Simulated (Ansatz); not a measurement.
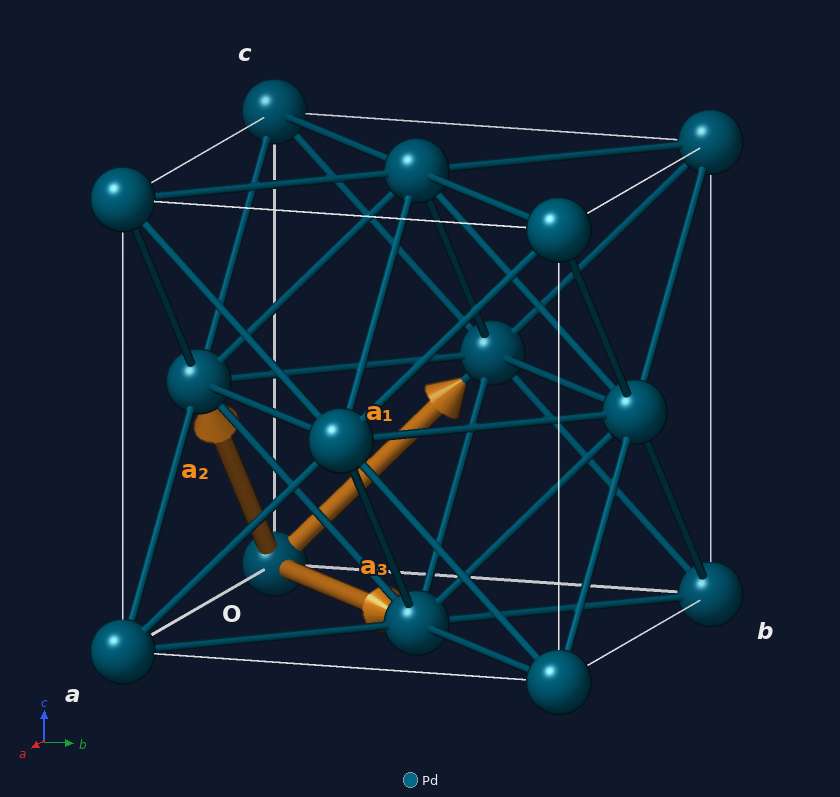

The conventional cell (thin) and a primitive cell (coloured, vectors a₁, a₂, a₃). Crystal: Pd, a calculation's input that goes back to an entry of the Crystallography Open Database (an earlier step may have relaxed or displaced it). All values are computed from the atomic coordinates in the standard setting (tolerance 0.002 Å).

a = 3.942 Å, b = 3.942 Å, c = 3.942 Å, α = 90.00°, β = 90.00°, γ = 90.00°.

What is the centring, and how are the primitive vectors built?

F, face-centred cubic, with lattice points at (0, 0, 0), (1/2, 1/2, 0), (1/2, 0, 1/2), (0, 1/2, 1/2). a₁ = 1/2 b + 1/2 c; a₂ = 1/2 a + 1/2 c; a₃ = 1/2 a + 1/2 b.

Give the primitive cell's size and content.

Edges 2.788, 2.788, 2.788 Å; angles 60.00°, 60.00°, 60.00°; volume 15.32 Å³, 1/4 of the conventional cell; 1 of its 4 atoms.
